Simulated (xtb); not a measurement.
# Calculation of the molecule and its ions, with input and output: GaHCl$_{2}$

GaHCl$_{2}$, computed with GFN2-xTB (xtb 6.7.1).

The geometry comes from this level: RDKit embedding + UFF.

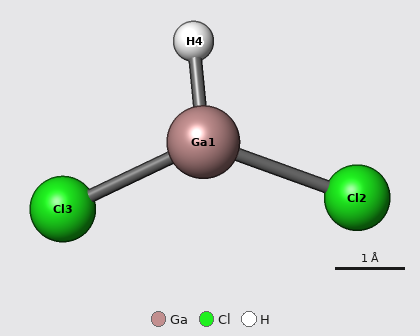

**Figure 1.** The input geometry (ball-and-stick view, seen on its broad side; atoms are numbered from 1 in the order of the input). Sticks mark near contacts. Bond lengths as drawn: Cl–Ga 2.38 to 2.43 Å and Ga–H 1.57 Å.

Results in brief:

| quantity | value |
| --- | --- |
| outcome | converged |
| electrons treated | 18 |
| total energy | −10.885372 hartree |
| dispersion energy | −0.002285 hartree |
| basis functions | 31 |
| hardware | 1 thread of Arm Neoverse V1, 24 GiB of memory available, shared host |
| peak memory | 0.08 GiB |

Notes:

Settings chosen away from the usual ones: method = gfn2-xtb; task = vipea; x = {"max_iter": 50}; partner = base.

The input:
```python
from pathlib import Path
import subprocess as sp
from rdkit import Chem
from rdkit.Chem import AllChem

smiles = "[H][Ga]([Cl])[Cl]"
mol = Chem.AddHs(Chem.MolFromSmiles(smiles))
params = AllChem.ETKDGv3()
params.randomSeed = 95
AllChem.EmbedMolecule(mol, params)
AllChem.UFFOptimizeMolecule(mol)
Path("embedded.xyz").write_text(Chem.MolToXYZBlock(mol))

cmd = ["xtb", "-I", "xtb.inp", "--gfn", "2", "--dipole", "--molden", "--vipea", "--", "embedded.xyz"]
with open("xtb.out", "w") as log:
    sp.run(cmd, stdout=log, stderr=sp.DEVNULL)
print(open("xtb.out").read())
```

File xtb.inp:
```
$scc
   maxiterations=50
$end
```

File embedded.xyz:
```
4

Ga     0.011560    0.101184    0.439553
Cl     2.219972   -0.730716   -0.137042
Cl    -2.066063   -0.907994   -0.131060
H     -0.165469    1.537526   -0.171452
```

Command:
```bash
python run_xtb.py
```

The program's output:
```
* xtb version 6.7.1
   ID    Z sym.   atoms
    1   31 Ga     1
    2   17 Cl     2, 3
    3    1 H      4

           -------------------------------------------------
          |                Calculation Setup                |
           -------------------------------------------------

          program call               : xtb -I xtb.inp --gfn 2 --dipole --molden --vipea -- embedded.xyz
          coordinate file            : embedded.xyz
          omp threads                :                     1

           -------------------------------------------------
          |                 G F N 2 - x T B                 |
           -------------------------------------------------

      * Hamiltonian:
        H0-scaling (s, p, d)           1.850000    2.230000    2.230000
        zeta-weighting                 0.500000
      * Dispersion:
        s8                             2.700000
        a1                             0.520000
        a2                             5.000000
        s9                             5.000000
      * Repulsion:
        kExp                           1.500000    1.000000
        rExp                           1.000000
      * Coulomb:
        alpha                          2.000000
        third order                    shell-resolved
        anisotropic                    true
        a3                             3.000000
        a5                             4.000000
        cn-shift                       1.200000
        cn-exp                         4.000000
        max-rad                        5.000000

          ...................................................
          :                      SETUP                      :
          :.................................................:
          :  # basis functions                  31          :
          :  # atomic orbitals                  28          :
          :  # shells                           10          :
          :  # electrons                        18          :
          :  max. iterations                    50          :
          :  Hamiltonian                  GFN2-xTB          :
          :  restarted?                      false          :
          :  GBSA solvation                  false          :
          :  PC potential                    false          :
          :  electronic temp.          300.0000000     K    :
          :  accuracy                    1.0000000          :
          :  -> integral cutoff          0.2500000E+02      :
          :  -> integral neglect         0.1000000E-07      :
          :  -> SCF convergence          0.1000000E-05 Eh   :
          :  -> wf. convergence          0.1000000E-03 e    :
          :  Broyden damping             0.4000000          :
          :  net charge                          0          :
          :  unpaired electrons                  0          :
          ...................................................

 iter      E             dE          RMSdq      gap      omega  full diag
   1    -10.8624431 -0.108624E+02  0.239E+01    2.97       0.0  T
   2    -10.8890299 -0.265867E-01  0.161E+01    2.26       1.0  T
   3    -10.8880163  0.101352E-02  0.116E+00    2.51       1.0  T
   4    -10.8895892 -0.157290E-02  0.430E-01    2.32       1.0  T
   5    -10.8896169 -0.276178E-04  0.165E-01    2.35       1.0  T
   6    -10.8896284 -0.115769E-04  0.773E-02    2.35       1.0  T
   7    -10.8896344 -0.591977E-05  0.460E-02    2.36       1.1  T
   8    -10.8896363 -0.197120E-05  0.108E-02    2.35       4.6  T
   9    -10.8896364 -0.302423E-07  0.109E-02    2.36       4.6  T
  10    -10.8896364 -0.618769E-07  0.714E-03    2.36       7.0  T
  11    -10.8896365 -0.364985E-07  0.416E-03    2.36      12.0  T
  12    -10.8896365 -0.254117E-08  0.580E-04    2.36      86.3  T
  13    -10.8896365 -0.252074E-09  0.247E-04    2.36     202.2  T

   *** convergence criteria satisfied after 13 iterations ***

         #    Occupation            Energy/Eh            Energy/eV
      -------------------------------------------------------------
         1        2.0000           -1.0589453             -28.8154
       ...           ...                  ...                  ...
         3        2.0000           -0.5872719             -15.9805
         4        2.0000           -0.4567188             -12.4280
         5        2.0000           -0.4547633             -12.3747
         6        2.0000           -0.4446154             -12.0986
         7        2.0000           -0.4429463             -12.0532
         8        2.0000           -0.4393868             -11.9563
         9        2.0000           -0.4378758             -11.9152 (HOMO)
        10                         -0.3513053              -9.5595 (LUMO)
        11                         -0.1731744              -4.7123
        12                         -0.1192941              -3.2462
        13                         -0.1047111              -2.8493
        14                         -0.0475376              -1.2936
       ...                                ...                  ...
        28                          1.1128220              30.2814
      -------------------------------------------------------------
                  HL-Gap            0.0865704 Eh            2.3557 eV
             Fermi-level           -0.3945906 Eh          -10.7374 eV

 SCC (total)                   0 d,  0 h,  0 min,  0.004 sec
 SCC setup                      ...        0 min,  0.000 sec (  1.786%)
 Dispersion                     ...        0 min,  0.000 sec (  0.530%)
 classical contributions        ...        0 min,  0.000 sec (  0.139%)
 integral evaluation            ...        0 min,  0.001 sec ( 16.005%)
 iterations                     ...        0 min,  0.002 sec ( 56.273%)
 molecular gradient             ...        0 min,  0.001 sec ( 23.007%)
 printout                       ...        0 min,  0.000 sec (  1.926%)

         :::::::::::::::::::::::::::::::::::::::::::::::::::::
         ::                     SUMMARY                     ::
         :::::::::::::::::::::::::::::::::::::::::::::::::::::
         :: total energy             -10.885372200061 Eh    ::
         :: gradient norm              0.073535310800 Eh/a0 ::
         :: HOMO-LUMO gap              2.355701138009 eV    ::
         ::.................................................::
         :: SCC energy               -10.889635937687 Eh    ::
         :: -> isotropic ES            0.019342815687 Eh    ::
         :: -> anisotropic ES          0.002600399253 Eh    ::
         :: -> anisotropic XC          0.000220304132 Eh    ::
         :: -> dispersion             -0.002285374422 Eh    ::
         :: repulsion energy           0.004263737626 Eh    ::
         :: add. restraining           0.000000000000 Eh    ::
         :: total charge              -0.000000000000 e     ::
         :::::::::::::::::::::::::::::::::::::::::::::::::::::

           -------------------------------------------------
          |        vertical delta SCC IP calculation        |
           -------------------------------------------------

 iter      E             dE          RMSdq      gap      omega  full diag
   1    -10.3349268 -0.103349E+02  0.423E+00    2.36       0.0  T
   2    -10.3210114  0.139153E-01  0.473E+00    2.71       1.0  T
   3    -10.2771941  0.438173E-01  0.506E+00    2.55       1.0  T
   4    -10.2945954 -0.174013E-01  0.419E+00    2.60       1.0  T
   5    -10.3353044 -0.407090E-01  0.250E+00    2.76       1.0  T
   6    -10.3433585 -0.805406E-02  0.158E+00    2.77       1.0  T
   7    -10.3446255 -0.126703E-02  0.159E+00    2.78       1.0  T
   8    -10.3451871 -0.561583E-03  0.134E+00    2.78       1.0  T
   9    -10.3369829  0.820418E-02  0.204E+00    2.76       1.0  T
  10    -10.3415561 -0.457322E-02  0.148E+00    2.76       1.0  T
  11    -10.3449650 -0.340889E-02  0.763E-01    2.76       1.0  T
  12    -10.3453482 -0.383208E-03  0.644E-01    2.76       1.0  T
  13    -10.3463076 -0.959425E-03  0.212E-01    2.77       1.0  T
  14    -10.3462627  0.449172E-04  0.242E-01    2.77       1.0  T
  15    -10.3464069 -0.144161E-03  0.327E-02    2.77       1.5  T
  16    -10.3463996  0.730324E-05  0.643E-02    2.77       1.0  T
  17    -10.3464073 -0.767239E-05  0.106E-02    2.77       4.7  T
  18    -10.3464073 -0.697545E-07  0.523E-03    2.77       9.6  T
  19    -10.3464071  0.174319E-06  0.908E-03    2.77       5.5  T
  20    -10.3464073 -0.181054E-06  0.196E-03    2.77      25.6  T
  21    -10.3464073  0.127374E-08  0.119E-03    2.77      42.1  T
  22    -10.3464073 -0.868051E-09  0.728E-04    2.77      68.6  T
  23    -10.3464073 -0.112160E-08  0.320E-04    2.77     156.5  T
     SCC iter.                  ...        0 min,  0.003 sec
     gradient                   ...        0 min,  0.001 sec
------------------------------------------------------------------------
empirical IP shift (eV):    4.8455
delta SCC IP (eV):    9.9365
------------------------------------------------------------------------
           -------------------------------------------------
          |        vertical delta SCC EA calculation        |
           -------------------------------------------------

 iter      E             dE          RMSdq      gap      omega  full diag
   1    -11.1206132 -0.111206E+02  0.124E+01    5.13       0.0  T
   2    -11.1320060 -0.113928E-01  0.965E+00    4.86       1.0  T
   3    -11.1361737 -0.416774E-02  0.299E+00    4.48       1.0  T
   4    -11.1381315 -0.195770E-02  0.140E+00    4.60       1.0  T
   5    -11.1387288 -0.597396E-03  0.133E+00    4.55       1.0  T
   6    -11.1397011 -0.972258E-03  0.427E-01    4.57       1.0  T
   7    -11.1399432 -0.242123E-03  0.191E-01    4.56       1.0  T
   8    -11.1399866 -0.433967E-04  0.461E-02    4.57       1.1  T
   9    -11.1399851  0.150159E-05  0.624E-02    4.57       1.0  T
  10    -11.1399868 -0.168767E-05  0.292E-03    4.57      17.1  T
  11    -11.1399868 -0.627981E-08  0.138E-03    4.57      36.1  T
  12    -11.1399868 -0.171894E-08  0.128E-03    4.57      39.0  T
  13    -11.1399868 -0.745644E-09  0.855E-04    4.57      58.5  T
  14    -11.1399868 -0.301730E-09  0.139E-04    4.57     358.6  T
     SCC iter.                  ...        0 min,  0.002 sec
     gradient                   ...        0 min,  0.001 sec
------------------------------------------------------------------------
empirical EA shift (eV):    4.8455
delta SCC EA (eV):    1.9669
------------------------------------------------------------------------
           -------------------------------------------------
          |                Property Printout                |
           -------------------------------------------------

    * Orbital Energies and Occupations

         #    Occupation            Energy/Eh            Energy/eV
      -------------------------------------------------------------
         1        2.0000           -0.8820631             -24.0022
         2        2.0000           -0.8797567             -23.9394
         3        2.0000           -0.3544207              -9.6443
         4        2.0000           -0.2672752              -7.2729
         5        2.0000           -0.2641059              -7.1867
         6        2.0000           -0.2595864              -7.0637
         7        2.0000           -0.2575470              -7.0082
         8        2.0000           -0.2539630              -6.9107
         9        2.0000           -0.2525836              -6.8732
        10        1.0000           -0.1487513              -4.0477 (HOMO)
        11                          0.0190651               0.5188 (LUMO)
        12                          0.0803826               2.1873
        13                          0.0937015               2.5497
        14                          0.1539426               4.1890
        15                          0.2025322               5.5112
        16                          0.2178935               5.9292
        17                          0.2179500               5.9307
        18                          0.2194817               5.9724
        19                          0.2201454               5.9905
        20                          0.2205331               6.0010
        21                          0.2212288               6.0199
       ...                                ...                  ...
        28                          1.3197609              35.9125
      -------------------------------------------------------------
                  HL-Gap            0.1678163 Eh            4.5665 eV
             Fermi-level           -0.1327553 Eh           -3.6125 eV

     #   Z          covCN         q      C6AA      α(0)
     1  31          2.391     0.029   218.032    33.114
     2  17          0.737    -0.438   113.268    16.279
     3  17          0.755    -0.423   112.778    16.244
     4   1          0.900    -0.168     8.684     4.611

 Mol. C6AA /au·bohr⁶  :       1482.669627
 Mol. C8AA /au·bohr⁸  :      90137.551148
 Mol. α(0) /au        :         70.247795

Wiberg/Mayer (AO) data.
largest (>0.10) Wiberg bond orders for each atom

 ---------------------------------------------------------------------------
     #   Z sym  total        # sym  WBO       # sym  WBO       # sym  WBO
 ---------------------------------------------------------------------------
     1  31      2.650 --     3      0.934     2      0.901     4      0.816
     2  17      0.995 --     1      0.901
     3  17      1.026 --     1      0.934
     4   1      0.935 --     1      0.816
 ---------------------------------------------------------------------------

Topologies differ in total number of bonds
Writing topology from bond orders to xtbtopo.mol

MOs/occ written to file <molden.input>

molecular dipole:
                 x           y           z       tot (Debye)
 q only:       -0.134       0.849       0.297
   full:       -0.103       1.147       0.203       2.972
molecular quadrupole (traceless):
                xx          xy          yy          xz          yz          zz
 q only:      -12.407      -0.213       3.620       0.076      -0.261       8.788
  q+dip:      -16.235      -0.700       5.423       0.110      -0.514      10.813
   full:      -17.712      -0.583       5.570      -0.051       0.004      12.142

           -------------------------------------------------
          | TOTAL ENERGY              -11.135722561003 Eh   |
          | GRADIENT NORM               0.041926435219 Eh/α |
          | HOMO-LUMO GAP               4.566514898583 eV   |
           -------------------------------------------------

------------------------------------------------------------------------
------------------------------------------------------------------------
 total:
 *  cpu-time:     0 d,  0 h,  0 min,  0.020 sec
 * ratio c/w:     1.000 speedup
 SCF:
 *  cpu-time:     0 d,  0 h,  0 min,  0.012 sec
 * ratio c/w:     1.000 speedup
```
